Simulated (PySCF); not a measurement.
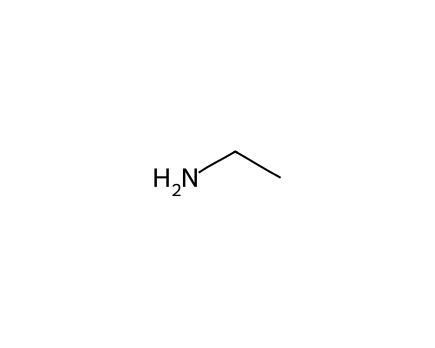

Skeletal drawing of a molecule.

> Transcribe the drawing into SMILES.

CCN

> What is the molecular formula?

C2H7N.

> An optimisation with PBE0-D3(BJ)/def2-TZVP gave a structure of which point group?

Cs.

The parts below concern this one geometry. Atoms keep their numbers from picture to picture. The geometry was computed by an optimisation with PBE0-D3(BJ)/def2-TZVP. No frequency run is at hand to confirm it as a minimum.

**Geometry**

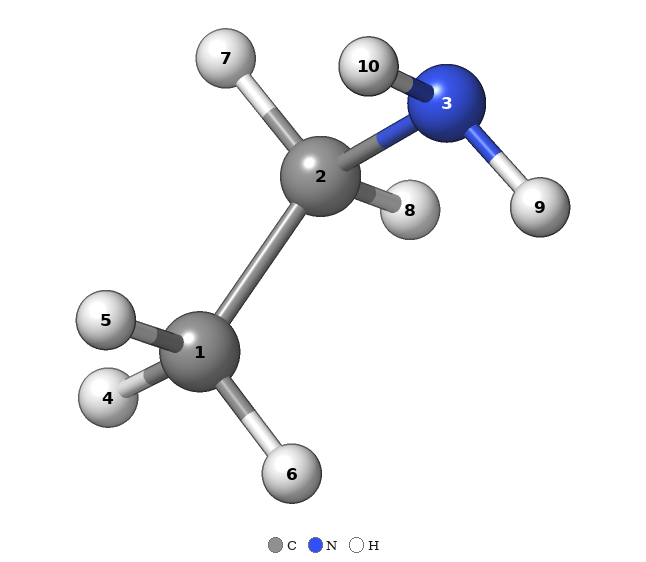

Numbered structure. No frequency run is at hand to confirm it as a minimum.

List the bonds and their lengths.

| bond | length (Å) | order |
| --- | --- | --- |
| C1–C2 | 1.521 | single |
| C1–H4 | 1.094 | single |
| C1–H5 | 1.094 | single |
| C1–H6 | 1.094 | single |
| C2–N3 | 1.453 | single |
| C2–H7 | 1.095 | single |
| C2–H8 | 1.095 | single |
| N3–H9 | 1.013 | single |
| N3–H10 | 1.013 | single |

**Polarisability**

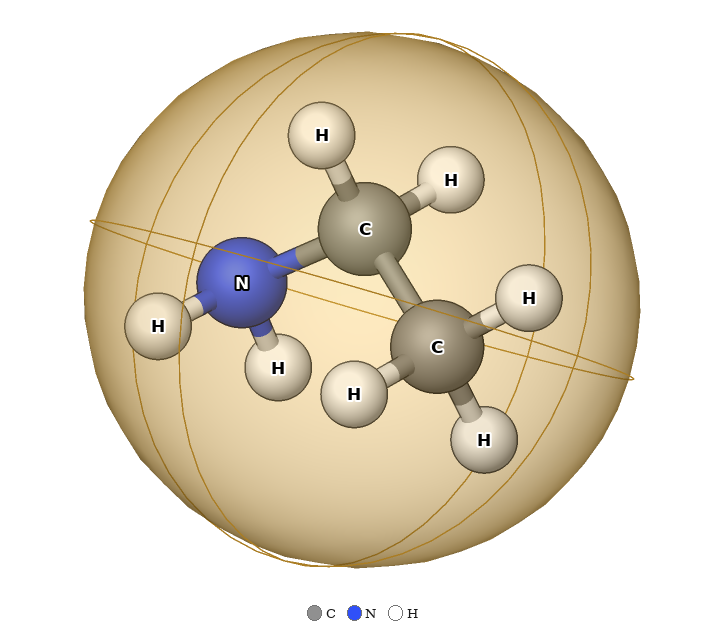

The ellipsoid shows the static dipole polarisability: its half-axes are proportional to the principal values. No frequency run is at hand to confirm it as a minimum. Level of theory: PBE0/aug-cc-pVTZ (PySCF 2.14.0).

> Give the principal values, the mean and the anisotropy.

Principal values 35.0, 37.7, 42.6 bohr³; mean 38.4 bohr³ (5.70 Å³); anisotropy 6.7 bohr³, so the longest axis is 1.22 times the shortest.

**NMR shielding**

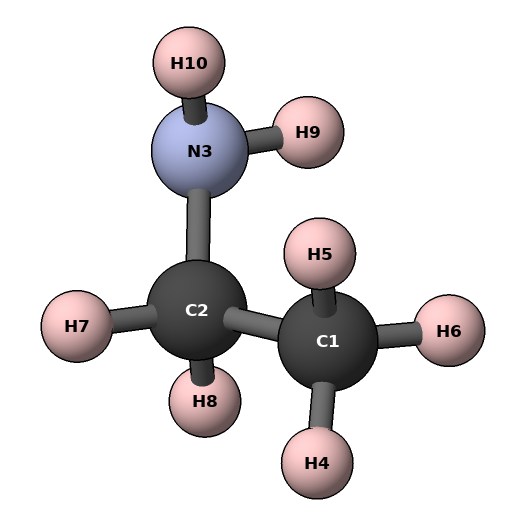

No frequency run is at hand to confirm it as a minimum. Level of theory: GIAO WP04/pcSseg-2 NMR shielding, non-relativistic, IEF-PCM chloroform (PySCF 2.14.0). Principal shieldings σ11 ≤ σ22 ≤ σ33, span Ω = σ33 − σ11, skew κ = 3(σiso − σ22)/Ω.

> Which C atom has the most anisotropic shielding?

C2, with a span of 50 ppm.

Give the shielding tensors of the C atoms.

| atom | σ11 | σ22 | σ33 | σiso | Ω | κ |
| --- | --- | --- | --- | --- | --- | --- |
| C1 | 132.0 | 143.9 | 173.2 | 149.7 | 41.2 | 0.42 |
| C2 | 105.2 | 127.6 | 154.7 | 129.1 | 49.5 | 0.09 |

Shieldings and span in ppm.

**Levels of theory compared**

No frequency run is at hand to confirm it as a minimum. Program: PySCF 2.14.0.

At this fixed geometry, give HOMO energy (eV) at these levels: B97-2/pcSseg-2; CAM-B3LYP/aug-cc-pVTZ; KT3/pcSseg-2; PBE0/aug-cc-pVTZ; PBE0/pcSseg-2; WP04/pcSseg-2 in chloroform (IEF-PCM); ωB97X-D/aug-cc-pVTZ; ωB97X-D/pcSseg-2; ωB97X-D/pcSseg-2 in chloroform (IEF-PCM).

```json
{"level": "B97-2/pcSseg-2", "HOMO energy (eV)": "−6.59"}
{"level": "CAM-B3LYP/aug-cc-pVTZ", "HOMO energy (eV)": "−8.35"}
{"level": "KT3/pcSseg-2", "HOMO energy (eV)": "−5.54"}
{"level": "PBE0/aug-cc-pVTZ", "HOMO energy (eV)": "−6.89"}
{"level": "PBE0/pcSseg-2", "HOMO energy (eV)": "−6.86"}
{"level": "WP04/pcSseg-2 in chloroform (IEF-PCM)", "HOMO energy (eV)": "−7.96"}
{"level": "ωB97X-D/aug-cc-pVTZ", "HOMO energy (eV)": "−8.80"}
{"level": "ωB97X-D/pcSseg-2", "HOMO energy (eV)": "−8.78"}
{"level": "ωB97X-D/pcSseg-2 in chloroform (IEF-PCM)", "HOMO energy (eV)": "−8.83"}
```

**Excitation**

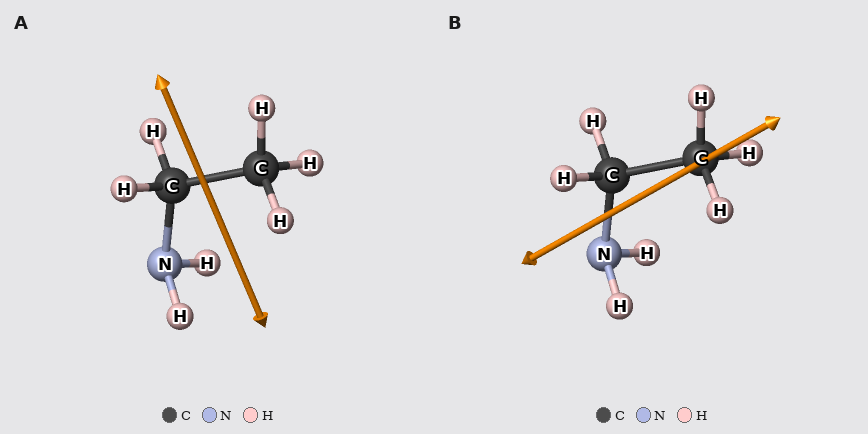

The double arrows show the directions of two transition dipoles from the ground state (lengths mean nothing). No frequency run is at hand to confirm it as a minimum. Method: TDDFT PBE0/aug-cc-pVTZ, vertical, gas phase, core orbitals frozen in the response (PySCF 2.14.0).

> One belongs to singlet state 2 and one to singlet state 9. Which is which?

A: state 2, 6.35 eV (195 nm), oscillator strength 0.020, mainly HOMO → LUMO+1 (weight 0.91).
B: state 9, 7.79 eV (159 nm), oscillator strength 0.042, mainly HOMO → LUMO+8 (weight 0.97).
